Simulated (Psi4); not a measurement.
# U-wB97X-D/aug-cc-pVTZ (sweep point 11) run of NH2 (SMILES [NH2])

What is the vertical ionisation energy of NH2 at U-wB97X-D/aug-cc-pVTZ (sweep point 11)? 

The calculation is run with Psi4 1.11.

### 1 The structure to begin with

NH2: 3 atoms, total charge 0, spin state doublet. As SMILES, `[NH2]`. Geometry: relaxed at GFN2-xTB.

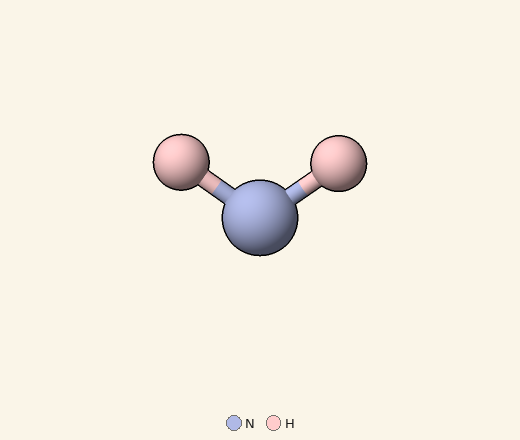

The structure, seen from a chosen angle (nitrogen light blue, hydrogen pink).

### 2 A single-point energy at U-wB97X-D/aug-cc-pVTZ (sweep point 11)

The input, job.in:

```
memory 1600 mb

molecule {
  0 2
  N      0.307180    -0.182210     0.151440
  H      0.155580     0.820260     0.174790
  H     -0.462760    -0.638040    -0.326220
  symmetry c1
}

set basis aug-cc-pVTZ
set reference uks
set puream true
set scf_type pk
set dft_radial_points 99
set dft_spherical_points 590
set maxiter 150

e_tot = energy('wb97x-d')
```

Started as:

```console
$ psi4 -i job.in -o job.out -n 1
```

job.out:

```text
[...]
  Running in c1 symmetry.
[...]
  Nuclear repulsion =    7.623248640330202
[...]
  Multiplicity = 2
[...]
  Nalpha       = 5
  Nbeta        = 4
[...]
    Number of basis functions: 92
[...]
   @UKS iter   1:   -55.79667117175784   -5.15134e-01   4.82442e-03 DIIS/ADIIS
[...]
   @UKS iter   7:   -55.88127741143837   -1.80611e-07   7.05641e-07 DIIS
[...]
   @S^2 Observed:                7.536251199E-01
[...]
    Orbital Energies [Eh]
    ---------------------
    Alpha Occupied:
       1A    -14.464292     2A     -0.958931     3A     -0.579860
       4A     -0.411303     5A     -0.405260
    Alpha Virtual:
       6A      0.029586     7A      0.049470     8A      0.120501
       9A      0.121206    10A      0.144347    11A      0.164185
      12A      0.201501    13A      0.218449    14A      0.246565
      15A      0.276096    16A      0.282161    17A      0.358991
      18A      0.385517    19A      0.407417    20A      0.457957
      21A      0.468488    22A      0.496563    23A      0.529870
      24A      0.542997    25A      0.674359    26A      0.704813
[...]
  @UKS Final Energy:   -55.88127741143837
   => Energetics <=
    Nuclear Repulsion Energy =              7.6232486403302024
    One-Electron Energy =                 -90.3659977089734099
    Two-Electron Energy =                  32.0660266767912816
    DFT Exchange-Correlation Energy =      -5.2045091474545568
    Empirical Dispersion Energy =          -0.0000458721318878
    VV10 Nonlocal Energy =                  0.0000000000000000
    Total Energy =                        -55.8812774114383686
[...]
 Multipole Moments:
 ------------------------------------------------------------------------------------
     Multipole            Electronic (a.u.)      Nuclear  (a.u.)        Total (a.u.)
 ------------------------------------------------------------------------------------
 L = 1.  Multiply by 2.5417464519 to convert [e a0] to [Debye]
 Dipole X            :          0.2375943           -0.8411302           -0.6035359
 Dipole Y            :         -0.1270551            0.4500467            0.3229917
 Dipole Z            :          0.0000000            0.0000000            0.0000000
 Magnitude           :                                                    0.6845284
[...]
```

It took 9.6 s on 1 thread of Intel Xeon 6975P-C (Granite Rapids), shared host; peak memory 0.9 GiB.

### 3 The singlet cation, same level

The input, h2n.in:

```
memory 1600 mb

molecule m {
  1 1
  N      0.307180    -0.182210     0.151440
  H      0.155580     0.820260     0.174790
  H     -0.462760    -0.638040    -0.326220
  symmetry c1
}

set {
  basis                aug-cc-pVTZ
  puream               true
  scf_type             pk
  dft_radial_points    99
  dft_spherical_points 590
}

E = energy("wb97x-d")
```

Started as:

```console
$ psi4 h2n.in h2n.out -n 1
```

h2n.out:

```text
[...]
  Running in c1 symmetry.
[...]
  Nuclear repulsion =    7.623248640330202
[...]
  Multiplicity = 1
[...]
  Nalpha       = 4
  Nbeta        = 4
[...]
    Number of basis functions: 92
[...]
   @RKS iter   1:   -55.39999713929781   -1.18460e-01   1.65454e-03 ADIIS/DIIS
[...]
   @RKS iter   6:   -55.41676607914758   -9.71286e-08   4.78317e-07 DIIS
[...]
    Orbital Energies [Eh]
    ---------------------
    Doubly Occupied:
       1A    -14.983877     2A     -1.376151     3A     -1.001374
       4A     -0.830583
[...]
  @RKS Final Energy:   -55.41676607914758
   => Energetics <=
    Nuclear Repulsion Energy =              7.6232486403302024
    One-Electron Energy =                 -86.2749039206717470
    Two-Electron Energy =                  28.2438246893805598
    DFT Exchange-Correlation Energy =      -5.0088896160547085
    Empirical Dispersion Energy =          -0.0000458721318878
    VV10 Nonlocal Energy =                  0.0000000000000000
    Total Energy =                        -55.4167660791475782
[...]
 Multipole Moments:
 ------------------------------------------------------------------------------------
     Multipole            Electronic (a.u.)      Nuclear  (a.u.)        Total (a.u.)
 ------------------------------------------------------------------------------------
 L = 1.  Multiply by 2.5417464519 to convert [e a0] to [Debye]
 Dipole X            :          0.1050145           -0.8411302           -0.7361157
 Dipole Y            :         -0.0561798            0.4500467            0.3938669
 Dipole Z            :          0.0000000            0.0000000            0.0000000
 Magnitude           :                                                    0.8348638
[...]
```

It took 5.7 s on 1 thread of Intel Xeon 6975P-C (Granite Rapids), shared host; peak memory 0.89 GiB.

### 4 What came out

Level: U-wB97X-D/aug-cc-pVTZ (sweep point 11).

```
                                          quantity         value
                         doublet NH2: total energy  -55.88128 Eh
                        doublet NH2: dipole moment        1.74 D
   doublet NH2: HOMO energy (highest over α and β)     -10.45 eV
    doublet NH2: LUMO energy (lowest over α and β)      -1.06 eV
                    doublet NH2: dispersion energy  -0.12 kJ/mol
                                 doublet NH2: ⟨S²⟩         0.754
                      singlet cation: total energy  -55.41677 Eh
                       singlet cation: HOMO energy     -22.60 eV
                       singlet cation: LUMO energy     -14.10 eV
                     singlet cation: HOMO–LUMO gap       8.50 eV
                 singlet cation: dispersion energy  -0.12 kJ/mol
vertical ionisation energy (to the singlet cation)     12.640 eV
```

**Reading.** The vertical ionisation energy comes to 12.64 eV (291 kcal/mol). Only the singlet of the ionised species was computed; a triplet could lie lower.
